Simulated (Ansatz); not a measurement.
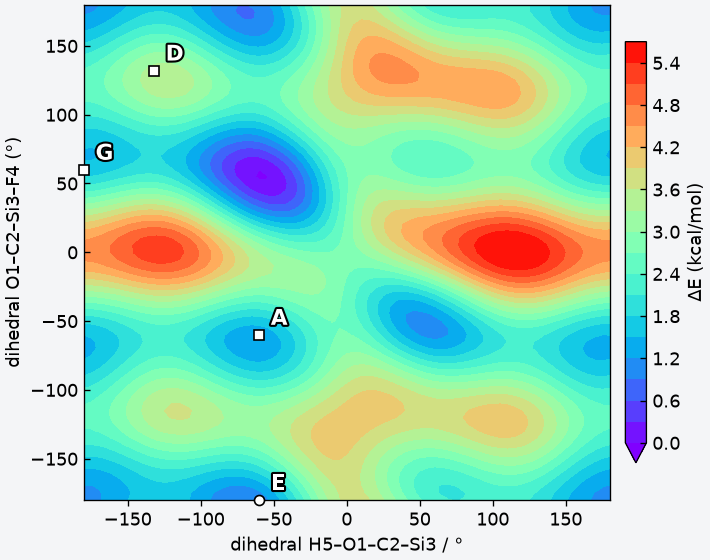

CH₅FOSi, SMILES OC[SiH2]F. First axis: dihedral H5–O1–C2–Si3. Second axis: dihedral O1–C2–Si3–F4. Nothing is relaxed (all other coordinates rigid). The grid has 15 × 15 points. All energies are given in kcal/mol relative to the lowest grid point. Computed with RKS PBE0-D4/def2-TZVP (Ansatz).

The picture shows filled contours, lettered points. Between grid points the surface is interpolated.

Is D the lowest point of the computed grid?

No. D lies 3.40 kcal/mol above the lowest grid point, which is at dihedral H5–O1–C2–Si3 = −60°, dihedral O1–C2–Si3–F4 = 60°. It is a local maximum.

What kind of point is each of A, D, E, G: minimum, saddle, maximum or slope?

A: minimum; D: maximum; E: minimum; G: minimum. (In these two coordinates alone; a stationary point may lie a little off the grid point.)
